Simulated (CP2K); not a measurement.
**InCl2O (SMILES [O][In]([Cl])[Cl]) at GFN2-xTB**

Aim: the vertical electron affinity of InCl2O at GFN2-xTB, from 2 runs. 

The calculation is run with CP2K 2026.2.

4 further runs of the same task are left out: 3 that didn't finish, 1 set aside as unsound or not needed. Runs told in other sessions of the task aren't counted.

## 1. The molecule

The species is InCl2O (4 atoms), meant as a doublet with charge 0. SMILES: `[O][In]([Cl])[Cl]`. The shape is that of a PBE0-D4/def2-TZVP optimisation.

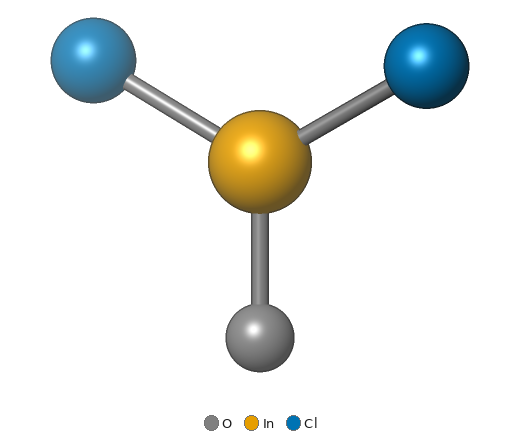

Viewed from a chosen angle; oxygen grey, indium amber, chlorine blue.

## 2. A single-point energy at GFN2-xTB

calc.inp

```
&FORCE_EVAL
   METHOD QUICKSTEP
   &DFT
      CHARGE 0
      MULTIPLICITY 2
      UNRESTRICTED_KOHN_SHAM T
      &QS
         METHOD XTB
         EPS_DEFAULT 1.0E-10
         &XTB
            GFN_TYPE TBLITE
            &TBLITE
               METHOD GFN2
            &END
            CHECK_ATOMIC_CHARGES F
         &END
      &END
      &POISSON
         PERIODIC NONE
         POISSON_SOLVER ANALYTIC
      &END
      &SCF
         SCF_GUESS ATOMIC
         EPS_SCF 1.0E-06
         MAX_SCF 150
         ADDED_MOS 4
         &DIAGONALIZATION
            ALGORITHM STANDARD
         &END
         &MIXING
            METHOD DIRECT_P_MIXING
            ALPHA 0.4
         &END
         &SMEAR ON
            METHOD FERMI_DIRAC
            ELECTRONIC_TEMPERATURE [K] 300
            FIXED_MAGNETIC_MOMENT 1.0
         &END
      &END
      &PRINT
         &MOMENTS
            PERIODIC F
            REFERENCE COM
            MAX_MOMENT 1
         &END
         &MO ON
            ENERGIES T
            OCCUPATION_NUMBERS T
            NDIGITS 6
            &EACH
               QS_SCF 0
            &END
            ADD_LAST NUMERIC
         &END
         &HIRSHFELD OFF
         &END
      &END
   &END
   &SUBSYS
      &CELL
         ABC [angstrom] 18.1 19.2 19.2
         PERIODIC NONE
      &END
      &COORD
         O      0.606300     1.014000     1.667600
         In     0.031700     0.016000     0.045400
         Cl     0.741600    -2.145000    -0.248200
         Cl    -1.324100     1.054700    -1.485200
      &END
      &TOPOLOGY
         &CENTER_COORDINATES
         &END
      &END
   &END
&END

&GLOBAL
   PROJECT calc
   RUN_TYPE ENERGY
   PRINT_LEVEL MEDIUM
&END
```

Command:

```console
$ OMP_NUM_THREADS=1 cp2k.psmp -i calc.inp > calc.out 2>&1
```

Log:

```text
CP2K| version string:                                       CP2K version 2026.2
[...]
 GLOBAL| Method name                                                        CP2K
[...]
 GLOBAL| Run type                                                         ENERGY
[...]
                             - Atoms:                                          4
[...]
                             - Spherical basis functions:                     31
[...]
 Number of electrons:                                                         12
[...]
  *** SCF run converged in    39 steps ***
[...]
  Fermi energy:                                                -0.42465498337977
[...]
 TB_DIPOLE| Moment [Debye]         -0.69173027      -1.20137941      -1.95282571
 TB_DIPOLE| Derivative [a.u.]       0.00000000       0.00000000       0.00000000
[...]
 ENERGY| Total FORCE_EVAL ( QS ) energy [hartree]            -14.374281293879978
[...]
```

Run time: 0.36 s. Hardware: 1 thread of Arm Neoverse V1, shared host.

## 3. The singlet anion at the same level

qs.inp

```
&global
   project_name qs
   run_type ENERGY
   print_level MEDIUM
&end global
&force_eval
   method QUICKSTEP
   &dft
      charge -1
      &qs
         method XTB
         eps_default 1.0E-10
         &xtb
            gfn_type TBLITE
            &tblite
               method GFN2
            &end tblite
            check_atomic_charges F
         &end xtb
      &end qs
      &poisson
         periodic NONE
         poisson_solver ANALYTIC
      &end poisson
      &scf
         scf_guess ATOMIC
         eps_scf 1.0E-06
         max_scf 150
         added_mos 4
         &diagonalization
            algorithm STANDARD
         &end diagonalization
         &mixing
            method DIRECT_P_MIXING
            alpha 0.4
         &end mixing
         &smear ON
            method FERMI_DIRAC
            electronic_temperature [K] 300
         &end smear
      &end scf
      &print
         &moments
            periodic F
            reference COM
            max_moment 1
         &end moments
         &mo ON
            energies T
            occupation_numbers T
            ndigits 6
            &each
               qs_scf 0
            &end each
            add_last NUMERIC
         &end mo
         &hirshfeld OFF
         &end hirshfeld
      &end print
   &end dft
   &subsys
      &cell
         abc 18.1 19.2 19.2
         periodic NONE
      &end cell
      &coord
         O      0.606300     1.014000     1.667600
         In     0.031700     0.016000     0.045400
         Cl     0.741600    -2.145000    -0.248200
         Cl    -1.324100     1.054700    -1.485200
      &end coord
      &topology
         &center_coordinates
         &end center_coordinates
      &end topology
   &end subsys
&end force_eval
```

Command:

```console
$ OMP_NUM_THREADS=1 cp2k.psmp -i qs.inp > qs.out 2>&1
```

Log:

```text
CP2K| version string:                                       CP2K version 2026.2
[...]
 GLOBAL| Method name                                                        CP2K
[...]
 GLOBAL| Run type                                                         ENERGY
[...]
                             - Atoms:                                          4
[...]
                             - Spherical basis functions:                     31
[...]
 Number of electrons:                                                         24
[...]
  *** SCF run converged in    25 steps ***
[...]
  Fermi energy:                                                -0.16677204900732
[...]
 TB_DIPOLE| Moment [Debye]         -0.97937474      -1.70035318      -2.76426778
 TB_DIPOLE| Derivative [a.u.]       0.00000000       0.00000000       0.00000000
[...]
 ENERGY| Total FORCE_EVAL ( QS ) energy [hartree]            -14.710359551663275
[...]
```

It took 0.3 s on 1 thread of Arm Neoverse V1, shared host.

## 4. Summary of results

Level: GFN2-xTB.

```
                                                 quantity         value
                             doublet InCl2O: total energy  -14.37428 Eh
doublet InCl2O: dipole moment (from atomic charges alone)        2.39 D
       doublet InCl2O: HOMO energy (highest over α and β)     -12.65 eV
        doublet InCl2O: LUMO energy (lowest over α and β)     -12.36 eV
                        doublet InCl2O: dispersion energy  -7.70 kJ/mol
                              singlet anion: total energy  -14.71036 Eh
                               singlet anion: HOMO energy      -5.91 eV
                               singlet anion: LUMO energy      -3.64 eV
                             singlet anion: HOMO–LUMO gap       2.27 eV
                         singlet anion: dispersion energy  -8.53 kJ/mol
        vertical electron affinity (to the singlet anion)      9.145 eV
```

In words: At fixed nuclei the extra electron is bound by 9.15 eV (211 kcal/mol). A minimal valence basis can't be trusted even for the sign of an electron affinity. xTB total energies overstate such differences by several eV unless an empirical shift is taken off; none is applied here. The dipole (doublet InCl2O) comes from point charges on the atoms alone, without atomic dipoles, so it is partial.
